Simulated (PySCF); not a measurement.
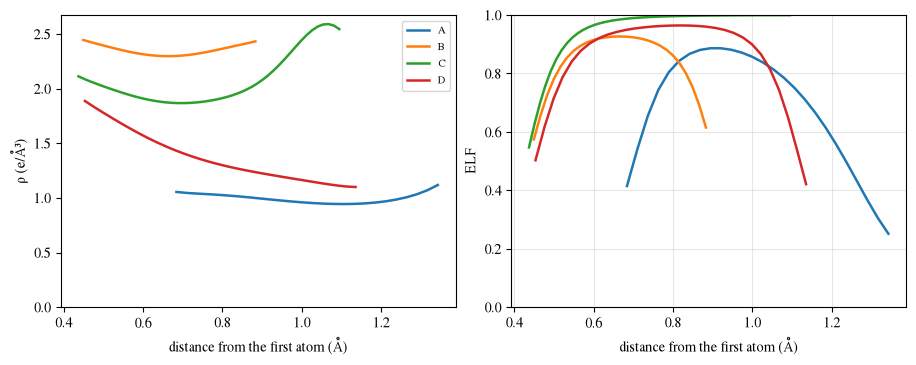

*C$_{6}$H$_{13}$PSe. Total electron density and electron localisation function along straight lines between neighbouring atoms. The curves leave out the atomic cores.*

Geometry: PBE0-D3(BJ)/def2-SVP.

These are results of CAM-B3LYP/def2-SVPD, SCF density, gas phase in PySCF, not measurements.

Input

```
{"job": {"kind": "uv", "xc": "CAM-B3LYP", "basis": "def2-SVPD", "ip": true}, "charge": 0, "multiplicity": 1}
C      2.558168     2.112844    -0.837762
C      1.723398     1.075520    -0.897155
P      0.690190     0.596748     0.517545
C      1.006648    -1.191133     0.692311
Se     1.054017     1.695516     2.276183
C     -1.056894     0.752489    -0.087800
C     -1.299635     0.100787    -1.443798
C     -2.031545     0.264925     0.976889
H      3.181943     2.392373    -1.692136
H      2.633996     2.703045     0.083923
H      1.642881     0.464415    -1.804108
H      0.801290    -1.738279    -0.240322
H      2.061410    -1.316901     0.974050
H      0.378569    -1.582597     1.504144
H     -1.158171     1.848004    -0.183745
H     -2.345183     0.262503    -1.750176
H     -1.139895    -0.988912    -1.409041
H     -0.659281     0.519685    -2.233199
H     -3.062682     0.522793     0.689382
H     -1.986021    -0.829997     1.092850
H     -1.814971     0.726856     1.951198
```

Run with:

```sh
OMP_NUM_THREADS=1 python probes_run.py task.json out
```

Which curve belongs to which contact (C–C, C–H, C–P and P–Se)? The first atom named is at distance zero.

Answer. Curve A: P–Se (2.11 Å): the density is about 0.95 e/Å³ at the midpoint; the ELF peaks at about 0.90 between the atoms: a covalent bond. Curve B: C–C (1.33 Å): ρ at the midpoint is about 2.3 e/Å³; the ELF peaks at about 0.95 between the atoms; a short, multiple covalent bond. Curve C: C–H (1.09 Å): the density is about 2 e/Å³ at the midpoint; the ELF climbs to about 1 towards the hydrogen, as it does in any bond to H; an ordinary covalent bond to hydrogen. Curve D: C–P (1.82 Å): the density is about 1.2 e/Å³ at the midpoint; the ELF peaks at about 0.95 between the atoms, as expected for a shared electron pair.
